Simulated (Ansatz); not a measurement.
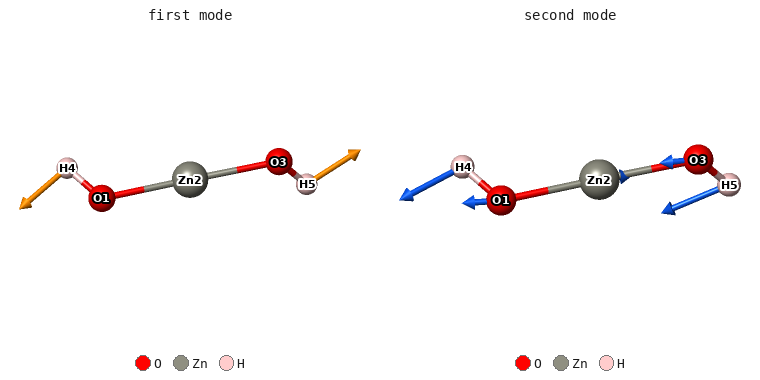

The system is H2O2Zn, SMILES [OH][Zn][OH]; the picture shows the reference structure; its two panels give the patterns of the first and the second mode as arrows. First axis: normal mode 6 (711 cm⁻¹). Second axis: normal mode 7 (776 cm⁻¹). Nothing is relaxed (straight displacements along the two mass-weighted modes). Grid: 15 × 15 points; 120 points were computed and 105 follow by symmetry. Points are written as (first, second). All energies are given in eV relative to the lowest grid point. Method: Ansatz, RHF/def2-TZVP.

Its coordinates:

```xyz
5

O    -0.7280   -0.2126   -1.6245
Zn    0.0387   -0.1565   -0.0215
O     0.8246   -0.1955    1.5728
H    -1.6031    0.0953   -1.7675
H     1.5177    0.3956    1.7993
```

Range: normal mode 6 (711 cm⁻¹) from −0.568 to 0.568 amu½·Å; normal mode 7 (776 cm⁻¹) from −0.520 to 0.520 amu½·Å.

What landscape does the calculation give?

Answer. The lowest grid point is at (0.000 amu½·Å, 0.000 amu½·Å). No other kind of well shows on this grid. The highest grid point, (−0.568 amu½·Å, −0.520 amu½·Å), lies 1.04 eV above the lowest.

| normal mode 7 (776 cm⁻¹) ↓, normal mode 6 (711 cm⁻¹) → | −0.568 | −0.487 | −0.406 | −0.325 | −0.244 | −0.162 | −0.081 | 0.000 | 0.081 | 0.162 | 0.244 | 0.325 | 0.406 | 0.487 | 0.568 |
| --- | --- | --- | --- | --- | --- | --- | --- | --- | --- | --- | --- | --- | --- | --- | --- |
| 0.520 | 1.04 | 0.81 | 0.64 | 0.51 | 0.41 | 0.35 | 0.32 | 0.31 | 0.31 | 0.34 | 0.38 | 0.46 | 0.56 | 0.71 | 0.91 |
| 0.446 | 0.94 | 0.71 | 0.54 | 0.41 | 0.32 | 0.27 | 0.24 | 0.22 | 0.23 | 0.25 | 0.30 | 0.37 | 0.47 | 0.62 | 0.81 |
| 0.372 | 0.85 | 0.63 | 0.45 | 0.33 | 0.25 | 0.19 | 0.16 | 0.15 | 0.16 | 0.18 | 0.22 | 0.29 | 0.39 | 0.54 | 0.73 |
| 0.297 | 0.78 | 0.56 | 0.39 | 0.27 | 0.18 | 0.13 | 0.11 | 0.10 | 0.10 | 0.13 | 0.17 | 0.23 | 0.33 | 0.47 | 0.66 |
| 0.223 | 0.72 | 0.50 | 0.33 | 0.21 | 0.14 | 0.09 | 0.06 | 0.06 | 0.06 | 0.08 | 0.12 | 0.18 | 0.28 | 0.42 | 0.61 |
| 0.149 | 0.68 | 0.46 | 0.30 | 0.18 | 0.10 | 0.06 | 0.03 | 0.02 | 0.03 | 0.05 | 0.09 | 0.15 | 0.25 | 0.38 | 0.57 |
| 0.074 | 0.66 | 0.44 | 0.27 | 0.16 | 0.08 | 0.04 | 0.01 | 0.01 | 0.01 | 0.03 | 0.07 | 0.13 | 0.22 | 0.36 | 0.55 |
| 0.000 | 0.65 | 0.43 | 0.27 | 0.15 | 0.07 | 0.03 | 0.01 | 0.00 | 0.01 | 0.03 | 0.06 | 0.12 | 0.22 | 0.36 | 0.54 |
| −0.074 | 0.66 | 0.44 | 0.27 | 0.16 | 0.08 | 0.04 | 0.01 | 0.01 | 0.01 | 0.03 | 0.07 | 0.13 | 0.22 | 0.36 | 0.55 |
| −0.149 | 0.68 | 0.46 | 0.30 | 0.18 | 0.10 | 0.06 | 0.03 | 0.02 | 0.03 | 0.05 | 0.09 | 0.15 | 0.25 | 0.38 | 0.57 |
| −0.223 | 0.72 | 0.50 | 0.33 | 0.21 | 0.14 | 0.09 | 0.06 | 0.06 | 0.06 | 0.08 | 0.12 | 0.18 | 0.28 | 0.42 | 0.61 |
| −0.297 | 0.78 | 0.56 | 0.39 | 0.27 | 0.18 | 0.13 | 0.11 | 0.10 | 0.10 | 0.13 | 0.17 | 0.23 | 0.33 | 0.47 | 0.66 |
| −0.372 | 0.85 | 0.63 | 0.45 | 0.33 | 0.25 | 0.19 | 0.16 | 0.15 | 0.16 | 0.18 | 0.22 | 0.29 | 0.39 | 0.54 | 0.73 |
| −0.446 | 0.94 | 0.71 | 0.54 | 0.41 | 0.32 | 0.27 | 0.24 | 0.22 | 0.23 | 0.25 | 0.30 | 0.37 | 0.47 | 0.62 | 0.81 |
| −0.520 | 1.04 | 0.81 | 0.64 | 0.51 | 0.41 | 0.35 | 0.32 | 0.31 | 0.31 | 0.34 | 0.38 | 0.46 | 0.56 | 0.71 | 0.91 |

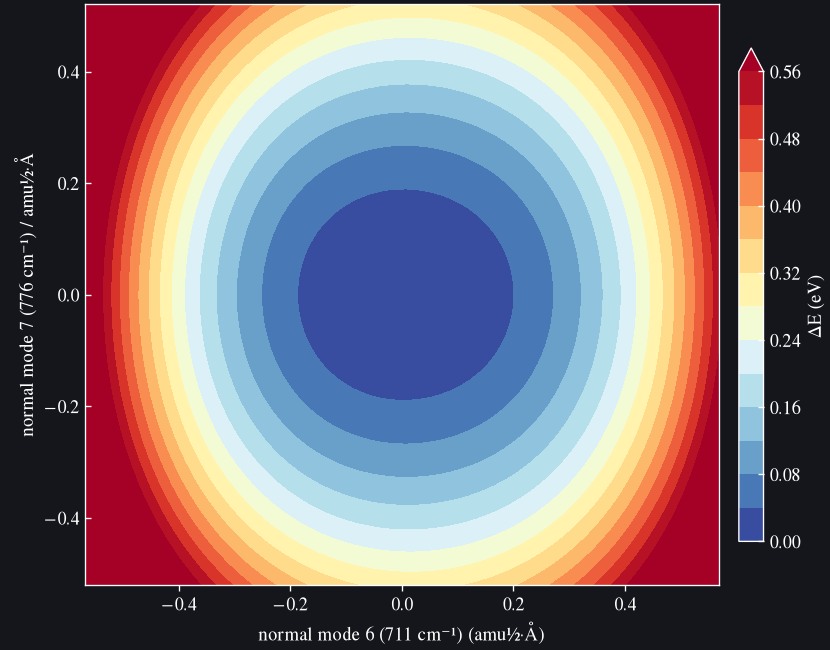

The picture shows filled contours, one colour for all values above the top of the scale. Between grid points the surface is interpolated.

The whole map (120 points run) took 5.3 min on 1 thread of Arm Neoverse V2, on a shared host.
